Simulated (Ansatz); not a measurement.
**C2H3FO2 (SMILES O=CC(O)F): a chain of runs**

We compute a point of an energy scan (CAM-B3LYP-D3(BJ)/LANL2DZ), then a point of an energy scan (CAM-B3LYP-D3(BJ)/LANL2DZ), then a point of an energy scan (UCAM-B3LYP-D3(BJ)/LANL2DZ), then a point of an energy scan (UCAM-B3LYP-D3(BJ)/LANL2DZ), then a point of an energy scan (UCAM-B3LYP-D3(BJ)/LANL2DZ) of C2H3FO2. 

The results are computed with Ansatz 0.2.0.

7 further runs of the same task are left out: 7 for a known fault of the program.

### Step 1. Starting point

The species is C2H3FO2 (8 atoms), meant as a singlet with charge 0. SMILES: `O=CC(O)F`. Geometry: relaxed at PBE0-D4/def2-TZVP. This is one conformer, not always the lowest.

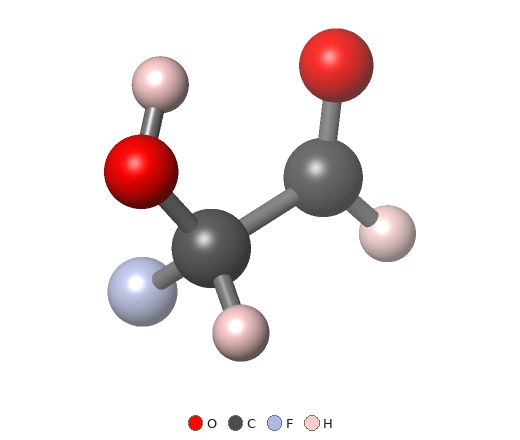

Viewed from a chosen angle; oxygen red, carbon dark grey, fluorine light blue, hydrogen pink.

### Step 2. A point of an energy scan at CAM-B3LYP-D3(BJ)/LANL2DZ (held atoms (7, 3), held distance 1.1496 angstrom) (run 1)

The input, input.yaml:

```yaml
crystal:
  periodic: [false, false, false]
  atoms:
    - {symbol: O, position_ang: [-1.673800, 0.110900, 0.448400]}
    - {symbol: C, position_ang: [-0.838400, 0.291600, -0.390900]}
    - {symbol: C, position_ang: [0.635600, 0.020900, -0.098700]}
    - {symbol: O, position_ang: [0.831500, -0.325400, 1.191700]}
    - {symbol: F, position_ang: [0.966700, -1.012000, -0.970700]}
    - {symbol: H, position_ang: [-1.087100, 0.609700, -1.419300]}
    - {symbol: H, position_ang: [1.280000, 0.865200, -0.364300]}
    - {symbol: H, position_ang: [-0.022200, -0.617900, 1.548000]}
basis:
  gaussian: {orbitals: LANL2DZ.json}
relax: {max_steps: 60, constraints: [{distance: [6, 2], at: 1.1496}]}
hamiltonian: {xc: {name: CAM-B3LYP}, dispersion: d3bj}
```

The basis set LANL2DZ is read from a file made from the Basis Set Exchange's data (not shown).

Started as:

```
$ ansatz run input.yaml --threads 1 --pin off --max-ram 2610MiB --events-out events.jsonl --progress --plain --runs-dir runs
```

What it wrote, shortened:

```text
Warning: RAYON_NUM_THREADS=1 ignored (pool sized by the plan → 1); use --threads N
[...]
Functional definition: CAM-B3LYP
  name "CAM-B3LYP"
[...]
755 factors; integrals over basis functions are off by at most 2.8e-4 eV
248 factors; integrals over basis functions are off by at most 6.0e-7 eV
[...]
mean field -8928.88720169 eV, -328.1305524451 hartree, gradient 2.0e-5 eV, S^2 0.000000; 0 other end points of the search recorded, 0 dependent functions left out
[...]
reference -8928.88728508 eV, -328.1305555095 hartree; 20, 20 occupied and 31, 31 virtual orbitals, 755 factors
relax step   1: F+E_penalty+E_count = -8928.97268434 eV  Δ(F+E_penalty+E_count) = +0.000e0 eV  max|allowed force component| = 2.488e0 eV/Å  Δτ_max = 0.0000 Å  (29 SCF iters, accepted)
[...]
relax step   3: F+E_penalty+E_count = -8929.17057048 eV  Δ(F+E_penalty+E_count) = +3.276e-3 eV  max|allowed force component| = 1.047e0 eV/Å  Δτ_max = 0.0701 Å  (35 SCF iters, rejected (line search))
[...]
relax step   5: F+E_penalty+E_count = -8929.20502049 eV  Δ(F+E_penalty+E_count) = -2.425e-3 eV  max|allowed force component| = 1.214e-1 eV/Å  Δτ_max = 0.0144 Å  (36 SCF iters, accepted)
[...]
relax step   7: F+E_penalty+E_count = -8929.20667425 eV  Δ(F+E_penalty+E_count) = -6.025e-4 eV  max|allowed force component| = 1.488e-2 eV/Å  Δτ_max = 0.0081 Å  (29 SCF iters, accepted)
[...]
relax step   8: F+E_penalty+E_count = -8929.20671872 eV  Δ(F+E_penalty+E_count) = -4.448e-5 eV  max|allowed force component| = 1.314e-2 eV/Å  Δτ_max = 0.0029 Å  (26 SCF iters, accepted)
[...]
relax step   9: F+E_penalty+E_count = -8929.20672617 eV  Δ(F+E_penalty+E_count) = -7.445e-6 eV  max|allowed force component| = 3.683e-3 eV/Å  Δτ_max = 0.0009 Å  (24 SCF iters, accepted)
  distance H 6 - C 2 held at 1.149600 Å   reaction = +1.7490e0 eV/Å
755 factors; integrals over basis functions are off by at most 2.8e-4 eV
248 factors; integrals over basis functions are off by at most 6.5e-7 eV
mean field -8929.12187009 eV, -328.1391763496 hartree, gradient 5.4e-5 eV, S^2 0.000000; 1 other end points of the search recorded, 0 dependent functions left out
[...]
reference -8929.12195449 eV, -328.1391794514 hartree; 20, 20 occupied and 31, 31 virtual orbitals, 755 factors
Total energy: -8929.20681057 eV, -328.1422978549 hartree
Atom 0 at    -1.723099     0.134867     0.440439 Å, force    -0.001234    -0.000577     0.002649 eV/Å
Atom 1 at    -0.855131     0.306591    -0.420251 Å, force    -0.003683    -0.001189    -0.003204 eV/Å
Atom 2 at     0.616731     0.038656    -0.100123 Å, force     1.067865     1.322388    -0.421824 eV/Å
Atom 3 at     0.828341    -0.303717     1.220251 Å, force     0.000039    -0.000270     0.000818 eV/Å
Atom 4 at     0.965943    -1.051602    -0.999273 Å, force     0.000484    -0.001843    -0.000378 eV/Å
Atom 5 at    -1.085384     0.609289    -1.450518 Å, force     0.001007     0.001457     0.000367 eV/Å
Atom 6 at     1.316990     0.906849    -0.378437 Å, force    -1.063775    -1.319748     0.421934 eV/Å
Atom 7 at     0.027909    -0.697934     1.632113 Å, force    -0.000704    -0.000218    -0.000363 eV/Å
Dipole moment:    -0.108406     0.371796    -0.218709 e Å
```

It took 13 s on 1 thread of AMD EPYC 9R45 (Zen 5), shared host; peak memory 0.16 GiB.

### Step 3. A point of an energy scan at CAM-B3LYP-D3(BJ)/LANL2DZ (held atoms (7, 3), held distance 1.3685 angstrom) (run 2)

The input, input.yaml:

```yaml
crystal:
  periodic: [false, false, false]
  atoms:
    - {symbol: O, position_ang: [-1.723099, 0.134867, 0.440439]}
    - {symbol: C, position_ang: [-0.855131, 0.306591, -0.420251]}
    - {symbol: C, position_ang: [0.616731, 0.038656, -0.100123]}
    - {symbol: O, position_ang: [0.828341, -0.303717, 1.220251]}
    - {symbol: F, position_ang: [0.965943, -1.051602, -0.999273]}
    - {symbol: H, position_ang: [-1.085384, 0.609289, -1.450518]}
    - {symbol: H, position_ang: [1.316990, 0.906849, -0.378437]}
    - {symbol: H, position_ang: [0.027909, -0.697934, 1.632113]}
basis:
  gaussian:
    orbitals: LANL2DZ.json
relax:
  max_steps: 60
  constraints: [{distance: [6, 2], at: 1.3685}]
hamiltonian:
  xc: {name: CAM-B3LYP}
  dispersion: d3bj
```

The basis set LANL2DZ is read from a file made from the Basis Set Exchange's data (not shown).

Started as:

```
$ ansatz run input.yaml --threads 1 --pin off --max-ram 2610MiB --events-out events.jsonl --progress --plain --runs-dir runs
```

What it wrote, shortened:

```text
Warning: RAYON_NUM_THREADS=1 ignored (pool sized by the plan → 1); use --threads N
[...]
Functional definition: CAM-B3LYP
  name "CAM-B3LYP"
[...]
754 factors; integrals over basis functions are off by at most 2.8e-4 eV
248 factors; integrals over basis functions are off by at most 6.4e-7 eV
[...]
mean field -8928.21349234 eV, -328.1057940829 hartree, gradient 4.1e-5 eV, S^2 0.000000; 0 other end points of the search recorded, 0 dependent functions left out
[...]
reference -8928.21357692 eV, -328.1057971913 hartree; 20, 20 occupied and 31, 31 virtual orbitals, 754 factors
relax step   1: F+E_penalty+E_count = -8928.30004153 eV  Δ(F+E_penalty+E_count) = +0.000e0 eV  max|allowed force component| = 1.242e0 eV/Å  Δτ_max = 0.0000 Å  (29 SCF iters, accepted)
[...]
reference -8928.35858637 eV, -328.1111261903 hartree; 20, 20 occupied and 31, 31 virtual orbitals, 754 factors
Total energy: -8928.44500643 eV, -328.1143020689 hartree
Atom 0 at    -1.726075     0.196676     0.468013 Å, force     0.003243     0.000262    -0.003919 eV/Å
Atom 1 at    -0.865674     0.284318    -0.413824 Å, force    -0.001994    -0.000783     0.002612 eV/Å
Atom 2 at     0.594897    -0.017808    -0.098410 Å, force     2.606653     3.492608    -0.995187 eV/Å
Atom 3 at     0.814840    -0.380076     1.210839 Å, force     0.000624    -0.000584     0.001217 eV/Å
Atom 4 at     0.983933    -1.054941    -1.018496 Å, force    -0.000322     0.000055    -0.000119 eV/Å
Atom 5 at    -1.094396     0.551363    -1.453726 Å, force    -0.001179     0.000107     0.000388 eV/Å
Atom 6 at     1.393145     1.051242    -0.402916 Å, force    -2.606893    -3.491888     0.994756 eV/Å
Atom 7 at    -0.008369    -0.687776     1.652721 Å, force    -0.000133     0.000225     0.000251 eV/Å
Dipole moment:    -0.147101     0.322337    -0.202953 e Å
```

Run time: 18 s. Hardware: 1 thread of AMD EPYC 9R45 (Zen 5), shared host; peak memory 0.16 GiB.

### Step 4. A point of an energy scan at UCAM-B3LYP-D3(BJ)/LANL2DZ (held atoms (7, 3), held distance 1.6422 angstrom) (run 3)

The input, molecule.yaml:

```yaml
crystal:
  periodic: [false, false, false]
  atoms:
    - {symbol: O, position_ang: [-1.726075, 0.196676, 0.468013]}
    - {symbol: C, position_ang: [-0.865674, 0.284318, -0.413824]}
    - {symbol: C, position_ang: [0.594897, -0.017808, -0.098410]}
    - {symbol: O, position_ang: [0.814840, -0.380076, 1.210839]}
    - {symbol: F, position_ang: [0.983933, -1.054941, -1.018496]}
    - {symbol: H, position_ang: [-1.094396, 0.551363, -1.453726]}
    - {symbol: H, position_ang: [1.393145, 1.051242, -0.402916]}
    - {symbol: H, position_ang: [-0.008369, -0.687776, 1.652721]}
basis:
  gaussian:
    orbitals: LANL2DZ.json
total_charge: 0
magnetization:
  spin_polarized: true
hamiltonian:
  xc: {name: CAM-B3LYP}
  dispersion: d3bj
relax:
  max_steps: 60
  constraints: [{distance: [6, 2], at: 1.6422}]
```

The basis set LANL2DZ is read from a file made from the Basis Set Exchange's data (not shown).

Started as:

```
$ ansatz run molecule.yaml --threads 1 --pin off --max-ram 2610MiB --events-out events.jsonl --progress --plain --runs-dir runs
```

What it wrote, shortened:

```text
Warning: RAYON_NUM_THREADS=1 ignored (pool sized by the plan → 1); use --threads N
[...]
Functional definition: CAM-B3LYP
  name "CAM-B3LYP"
[...]
754 factors; integrals over basis functions are off by at most 2.9e-4 eV
248 factors; integrals over basis functions are off by at most 6.5e-7 eV
[...]
mean field -8926.89710855 eV, -328.0574178710 hartree, gradient 5.0e-5 eV, S^2 0.000000; 0 other end points of the search recorded, 0 dependent functions left out
[...]
reference -8926.89719448 eV, -328.0574210291 hartree; 20, 20 occupied and 31, 31 virtual orbitals, 754 factors
relax step   1: F+E_penalty+E_count = -8926.99280477 eV  Δ(F+E_penalty+E_count) = +0.000e0 eV  max|allowed force component| = 1.414e0 eV/Å  Δτ_max = 0.0000 Å  (36 SCF iters, accepted)
[...]
reference -8927.09956539 eV, -328.0648580227 hartree; 20, 20 occupied and 31, 31 virtual orbitals, 754 factors
Total energy: -8927.19524312 eV, -328.0683741143 hartree
Atom 0 at    -1.684906     0.343944     0.511549 Å, force     0.002704     0.000500     0.000379 eV/Å
Atom 1 at    -0.864721     0.243872    -0.410021 Å, force    -0.001686    -0.003089    -0.004535 eV/Å
Atom 2 at     0.562749    -0.144687    -0.107251 Å, force     2.171402     3.676213    -0.720330 eV/Å
Atom 3 at     0.776962    -0.607571     1.161673 Å, force     0.000812    -0.000653     0.001198 eV/Å
Atom 4 at     1.059657    -1.032492    -1.076185 Å, force     0.000463    -0.000054     0.000465 eV/Å
Atom 5 at    -1.102920     0.445394    -1.461940 Å, force    -0.000659     0.001860     0.001981 eV/Å
Atom 6 at     1.386863     1.249043    -0.381435 Å, force    -2.172978    -3.675215     0.722577 eV/Å
Atom 7 at    -0.041383    -0.554504     1.707812 Å, force    -0.000058     0.000438    -0.001735 eV/Å
Dipole moment:    -0.208994     0.262553    -0.151100 e Å
```

Run time: 27 s. Hardware: 1 thread of AMD EPYC 9R45 (Zen 5), shared host; peak memory 0.2 GiB.

### Step 5. A point of an energy scan at UCAM-B3LYP-D3(BJ)/LANL2DZ (held atoms (7, 3), held distance 1.9707 angstrom) (run 4)

The input, input.yaml:

```yaml
crystal:
  periodic: [false, false, false]
  atoms:
    - {symbol: O, position_ang: [-1.684906, 0.343944, 0.511549]}
    - {symbol: C, position_ang: [-0.864721, 0.243872, -0.410021]}
    - {symbol: C, position_ang: [0.562749, -0.144687, -0.107251]}
    - {symbol: O, position_ang: [0.776962, -0.607571, 1.161673]}
    - {symbol: F, position_ang: [1.059657, -1.032492, -1.076185]}
    - {symbol: H, position_ang: [-1.102920, 0.445394, -1.461940]}
    - {symbol: H, position_ang: [1.386863, 1.249043, -0.381435]}
    - {symbol: H, position_ang: [-0.041383, -0.554504, 1.707812]}
basis:
  gaussian: {orbitals: LANL2DZ.json}
magnetization: {spin_polarized: true, initial_magnetization: 0}
hamiltonian: {xc: {name: CAM-B3LYP}, dispersion: d3bj}
relax: {max_steps: 60, constraints: [{distance: [6, 2], at: 1.9707}]}
```

The basis set LANL2DZ is read from a file made from the Basis Set Exchange's data (not shown).

Started as:

```
$ ansatz run input.yaml --threads 1 --pin off --max-ram 2610MiB --events-out events.jsonl --progress --plain --runs-dir runs
```

What it wrote, shortened:

```text
Warning: RAYON_NUM_THREADS=1 ignored (pool sized by the plan → 1); use --threads N
[...]
Functional definition: CAM-B3LYP
  name "CAM-B3LYP"
[...]
755 factors; integrals over basis functions are off by at most 3.0e-4 eV
248 factors; integrals over basis functions are off by at most 7.1e-7 eV
[...]
mean field -8925.74919077 eV, -328.0152326705 hartree, gradient 1.8e-5 eV, S^2 0.307076; 4 other end points of the search recorded, 0 dependent functions left out
[...]
reference -8925.74927826 eV, -328.0152358859 hartree; 20, 20 occupied and 31, 31 virtual orbitals, 755 factors
relax step   1: F+E_penalty+E_count = -8925.84459312 eV  Δ(F+E_penalty+E_count) = +0.000e0 eV  max|allowed force component| = 1.713e0 eV/Å  Δτ_max = 0.0000 Å  (107 SCF iters, accepted)
[...]
reference -8925.91875454 eV, -328.0214640243 hartree; 20, 20 occupied and 31, 31 virtual orbitals, 755 factors
Total energy: -8926.01448041 eV, -328.0249818853 hartree
Atom 0 at    -1.632814     0.480360     0.511552 Å, force    -0.000983    -0.002654     0.001334 eV/Å
Atom 1 at    -0.840485     0.233130    -0.419067 Å, force     0.007186     0.007245     0.001098 eV/Å
Atom 2 at     0.492808    -0.323877    -0.104953 Å, force     0.920991     2.146198    -0.356827 eV/Å
Atom 3 at     0.720647    -0.791768     1.139751 Å, force     0.002367    -0.000722    -0.001368 eV/Å
Atom 4 at     1.116907    -1.073030    -1.070424 Å, force     0.000731     0.000790     0.000636 eV/Å
Atom 5 at    -1.046843     0.441658    -1.475058 Å, force    -0.002051    -0.003009    -0.000602 eV/Å
Atom 6 at     1.262999     1.465859    -0.400434 Å, force    -0.925445    -2.149888     0.355511 eV/Å
Atom 7 at     0.019083    -0.489332     1.762834 Å, force    -0.002796     0.002040     0.000217 eV/Å
Dipole moment:    -0.119159     0.091610    -0.086711 e Å
```

Run time: 25 s. Hardware: 1 thread of AMD EPYC 9R45 (Zen 5), shared host; peak memory 0.21 GiB.

### Step 6. A point of an energy scan at UCAM-B3LYP-D3(BJ)/LANL2DZ (held atoms (7, 3), held distance 2.4086 angstrom) (run 5)

The input, job.yaml:

```yaml
crystal:
  periodic: [false, false, false]
  atoms:
    - {symbol: O, position_ang: [-1.632814, 0.480360, 0.511552]}
    - {symbol: C, position_ang: [-0.840485, 0.233130, -0.419067]}
    - {symbol: C, position_ang: [0.492808, -0.323877, -0.104953]}
    - {symbol: O, position_ang: [0.720647, -0.791768, 1.139751]}
    - {symbol: F, position_ang: [1.116907, -1.073030, -1.070424]}
    - {symbol: H, position_ang: [-1.046843, 0.441658, -1.475058]}
    - {symbol: H, position_ang: [1.262999, 1.465859, -0.400434]}
    - {symbol: H, position_ang: [0.019083, -0.489332, 1.762834]}
basis:
  gaussian:
    orbitals: LANL2DZ.json
magnetization:
  spin_polarized: true
hamiltonian:
  xc: {name: CAM-B3LYP}
  dispersion: d3bj
relax:
  max_steps: 60
  constraints: [{distance: [6, 2], at: 2.4086}]
```

The basis set LANL2DZ is read from a file made from the Basis Set Exchange's data (not shown).

Started as:

```
$ ansatz run job.yaml --threads 1 --pin off --max-ram 2610MiB --events-out events.jsonl --progress --plain --runs-dir runs
```

What it wrote, shortened:

```text
Warning: RAYON_NUM_THREADS=1 ignored (pool sized by the plan → 1); use --threads N
[...]
Functional definition: CAM-B3LYP
  name "CAM-B3LYP"
[...]
755 factors; integrals over basis functions are off by at most 2.9e-4 eV
248 factors; integrals over basis functions are off by at most 7.7e-7 eV
[...]
mean field -8925.19726310 eV, -327.9949497031 hartree, gradient 7.0e-5 eV, S^2 0.806659; 3 other end points of the search recorded, 0 dependent functions left out
[...]
reference -8925.19734991 eV, -327.9949528930 hartree; 20, 20 occupied and 31, 31 virtual orbitals, 755 factors
relax step   1: F+E_penalty+E_count = -8925.29182651 eV  Δ(F+E_penalty+E_count) = +0.000e0 eV  max|allowed force component| = 3.140e0 eV/Å  Δτ_max = 0.0000 Å  (94 SCF iters, accepted)
[...]
reference -8925.44274471 eV, -328.0039709857 hartree; 20, 20 occupied and 31, 31 virtual orbitals, 755 factors
Total energy: -8925.53742538 eV, -328.0074504362 hartree
Atom 0 at    -1.563683     0.562970     0.548490 Å, force     0.001110    -0.001840     0.000742 eV/Å
Atom 1 at    -0.790229     0.231187    -0.406839 Å, force     0.000322     0.003275    -0.005593 eV/Å
Atom 2 at     0.391787    -0.507628    -0.090332 Å, force     0.122830     0.350333    -0.077110 eV/Å
Atom 3 at     0.664343    -0.903877     1.157325 Å, force     0.001726    -0.001790     0.003617 eV/Å
Atom 4 at     1.180240    -1.078567    -1.033307 Å, force     0.001359    -0.000998     0.000218 eV/Å
Atom 5 at    -0.982106     0.468721    -1.456292 Å, force     0.000456    -0.002133     0.005566 eV/Å
Atom 6 at     1.203492     1.711927    -0.555159 Å, force    -0.127081    -0.348056     0.073388 eV/Å
Atom 7 at    -0.011543    -0.541733     1.780315 Å, force    -0.000722     0.001208    -0.000828 eV/Å
Dipole moment:     0.029635    -0.023959    -0.071919 e Å
```

It took 24 s on 1 thread of AMD EPYC 9R45 (Zen 5), shared host; peak memory 0.21 GiB.

### Step 7. Outcome

```
                                           quantity          value
      run 1, CAM-B3LYP-D3(BJ)/LANL2DZ: total energy  -328.14230 Eh
     run 1, CAM-B3LYP-D3(BJ)/LANL2DZ: dipole moment         2.14 D
 run 1, CAM-B3LYP-D3(BJ)/LANL2DZ: dispersion energy   -8.19 kJ/mol
      run 2, CAM-B3LYP-D3(BJ)/LANL2DZ: total energy  -328.11430 Eh
     run 2, CAM-B3LYP-D3(BJ)/LANL2DZ: dipole moment         1.96 D
 run 2, CAM-B3LYP-D3(BJ)/LANL2DZ: dispersion energy   -8.34 kJ/mol
     run 3, UCAM-B3LYP-D3(BJ)/LANL2DZ: total energy  -328.06837 Eh
    run 3, UCAM-B3LYP-D3(BJ)/LANL2DZ: dipole moment         1.77 D
run 3, UCAM-B3LYP-D3(BJ)/LANL2DZ: dispersion energy   -9.23 kJ/mol
     run 4, UCAM-B3LYP-D3(BJ)/LANL2DZ: total energy  -328.02498 Eh
    run 4, UCAM-B3LYP-D3(BJ)/LANL2DZ: dipole moment         0.83 D
run 4, UCAM-B3LYP-D3(BJ)/LANL2DZ: dispersion energy   -9.24 kJ/mol
             run 4, UCAM-B3LYP-D3(BJ)/LANL2DZ: ⟨S²⟩          0.256
     run 5, UCAM-B3LYP-D3(BJ)/LANL2DZ: total energy  -328.00745 Eh
    run 5, UCAM-B3LYP-D3(BJ)/LANL2DZ: dipole moment         0.39 D
run 5, UCAM-B3LYP-D3(BJ)/LANL2DZ: dispersion energy   -9.14 kJ/mol
             run 5, UCAM-B3LYP-D3(BJ)/LANL2DZ: ⟨S²⟩          0.827
```

Mulliken charges (run 1, CAM-B3LYP-D3(BJ)/LANL2DZ) run from -0.42 on O4 to +0.39 on H8. Mulliken charges (run 2, CAM-B3LYP-D3(BJ)/LANL2DZ) run from -0.42 on O4 to +0.39 on H8. ⟨S²⟩ (run 4, UCAM-B3LYP-D3(BJ)/LANL2DZ) is 0.26 where a pure singlet has 0.00: the reference is spin-contaminated. Mulliken charges (run 4, UCAM-B3LYP-D3(BJ)/LANL2DZ) run from -0.39 on O4 to +0.41 on H8; they depend strongly on the basis. ⟨S²⟩ (run 5, UCAM-B3LYP-D3(BJ)/LANL2DZ) is 0.83 where a pure singlet has 0.00: the reference is spin-contaminated. Mulliken charges (run 5, UCAM-B3LYP-D3(BJ)/LANL2DZ) run from -0.38 on O4 to +0.42 on H8; they depend strongly on the basis.
